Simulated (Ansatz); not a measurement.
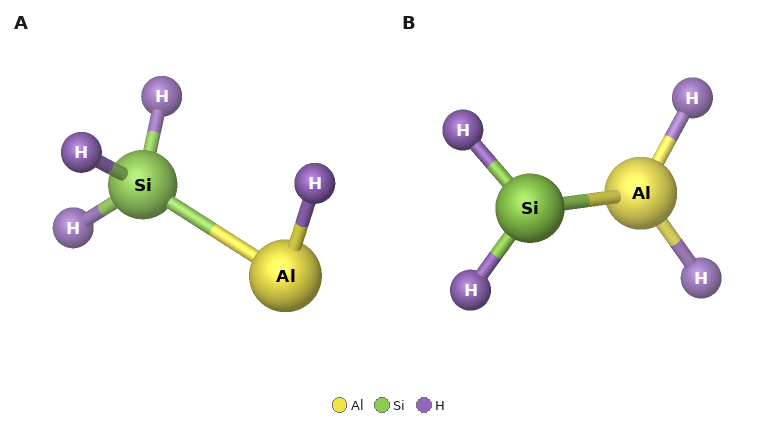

2 stationary structures of one formula. State: charge −1, singlet. Geometries: PBE0-D4/def2-TZVPD. Electronic energies: RHF-CCSD(T) (frozen core)/def2-TZVPPD (Ansatz 0.2.0), without zero-point energy. No frequency run is at hand to confirm each as a minimum.

Question: Rank them by energy, lowest first.

Answer: B is lowest (Cs); A lies 5.7 kcal/mol above it (Cs).

Give E(B) − E(A) in kcal/mol at these levels too: ωB97M-V/def2-TZVPPD; r2SCAN-D4/def2-TZVPPD; PBE-D4/def2-TZVPPD; PBE0-D4/def2-TZVPD; RHF-CCSD(T) (frozen core)/def2-TZVPPD; B3LYP-D4/def2-TZVPPD; PBE0-D4/def2-TZVPPD.

```json
{"level": "ωB97M-V/def2-TZVPPD", "E(B) − E(A) (kcal/mol)": "−4.5"}
{"level": "r2SCAN-D4/def2-TZVPPD", "E(B) − E(A) (kcal/mol)": "−8.4"}
{"level": "PBE-D4/def2-TZVPPD", "E(B) − E(A) (kcal/mol)": "−6.8"}
{"level": "PBE0-D4/def2-TZVPD", "E(B) − E(A) (kcal/mol)": "−5.9"}
{"level": "RHF-CCSD(T) (frozen core)/def2-TZVPPD", "E(B) − E(A) (kcal/mol)": "−5.7"}
{"level": "B3LYP-D4/def2-TZVPPD", "E(B) − E(A) (kcal/mol)": "−5.6"}
{"level": "PBE0-D4/def2-TZVPPD", "E(B) − E(A) (kcal/mol)": "−6.0"}
```
